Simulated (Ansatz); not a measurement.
Stretching the La1–F2 bond in F3La (SMILES [F][La]([F])[F]) (multiplicity 1 held, fragments rigid). Energies count from the point at 2.161 Å.
Geometry at that point (charge 0, multiplicity 1):
```xyz
4

La     0.0320    -0.0569    -0.1364
F     -1.8530    -1.0020     0.3371
F     -0.0674     2.0668    -0.5246
F      1.7176    -0.7043     1.0512
```

Restricted levels (R-, RO-) in cc, def2 and unpolarised 6-31G sets keep to the state of the molecule at rest. U- levels take the lowest unrestricted solution at each point, which mixes spins at long bonds. Curves can end on different states.

Codes used: Ansatz (Gaussian orbitals).  In def2 rows elements past Kr take small-core potentials, without spin–orbit coupling.

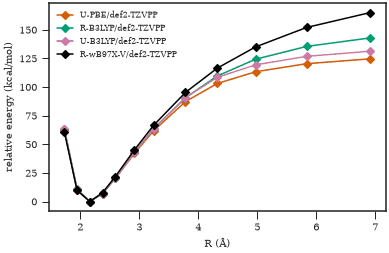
Fig. 1. Relative energy along the coordinate

Doubts at one or more of the structures used: a spin-contaminated determinant (U-PBE/def2-TZVPP, U-B3LYP/def2-TZVPP); a restricted determinant that unrestricted orbitals would lower (R-B3LYP/def2-TZVPP, R-wB97X-V/def2-TZVPP).

Ansatz is a quantum-chemistry and plane-wave program.
